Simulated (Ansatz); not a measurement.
## Fields on a plane of VBiO4 (scheelite type, space group I4_1/a)

```
CELL_PARAMETERS angstrom
     -2.56072     2.56072     5.81064
      2.56072    -2.56072     5.81064
      2.56072     2.56072    -5.81064
ATOMIC_POSITIONS crystal
  Bi 0.75000 0.25000 0.50000
  Bi 0.00000 0.00000 0.00000
  V  0.25000 0.75000 0.50000
  V  0.50000 0.50000 0.00000
  O  0.07979 0.96784 0.39016
  O  0.57768 0.68963 0.60984
  O  0.71784 0.82768 0.38805
  O  0.43963 0.32979 0.61195
  O  0.67021 0.28216 0.10984
  O  0.17232 0.56037 0.89016
  O  0.03216 0.42232 0.11195
  O  0.31037 0.92021 0.88805
```

The slice is a (100) plane (indices of the conventional cell) through the point (0.172, 0.560, 0.890) (fractional), spanned by u = [101] and v = [110] in vectors of this cell: u (5.12 Å) and v (11.62 Å, at 90° to u). It covers one period; positions are fractions (u, v).

Atoms on it: O at (0.50, 0.41); O at (0.00, 0.00). Other atoms lie within 1 Å of the plane.

Computed with r2SCAN (plane waves to 500 eV, PAW, scalar-relativistic; Ansatz, a program for electronic structure). k mesh 7×7×7. Inside the PAW spheres the values are not all-electron values, and peaks at nuclei hang on which shells count as valence. Spin-orbit coupling is left out, though Bi is heavy. This is one of several known forms of VBiO4; the measured ambient cells at hand have space group No. 15 or 60. VBiO4 is run without spin polarisation. VBiO4 was relaxed with its symmetry unable to fall.

| v \ u | 0.00 | 0.18 | 0.36 | 0.55 | 0.73 | 0.91 |
|---|---|---|---|---|---|---|
| 0.88 | 0.06 | 0.03 | 0.11 | 0.15 | 0.46 | 0.23 |
| 0.75 | 0.74 | 0.83 | 0.05 | 0.11 | 0.21 | 0.15 |
| 0.62 | 0.06 | 0.43 | 0.30 | 0.78 | 0.72 | 0.02 |
| 0.50 | 0.23 | 0.21 | 0.14 | 0.37 | 0.03 | 0.20 |
| 0.38 | 0.06 | 0.02 | 0.78 | 0.74 | 0.14 | 0.04 |
| 0.25 | 0.79 | 0.03 | 0.24 | 0.03 | 0.37 | 0.82 |
| 0.12 | 0.05 | 0.10 | 0.68 | 0.54 | 0.02 | 0.03 |
| 0.00 | x | 0.55 | 0.03 | 0.04 | 0.05 | 0.80 |

Values: electron localisation function (ELF). Points within 0.3 Å of a nucleus are blanked (x), as the pseudised field means little there.

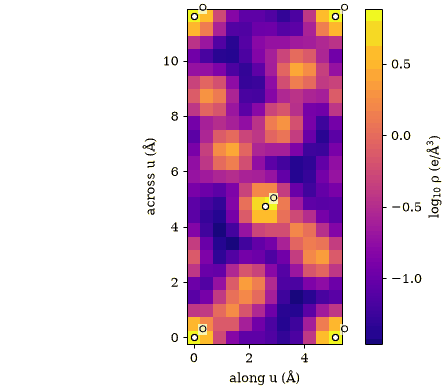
Fig. 1. Log₁₀ of the valence density in e/Å³, one period of the plane, atoms marked. The scale is logarithmic, as a density can span decades between atoms and voids.
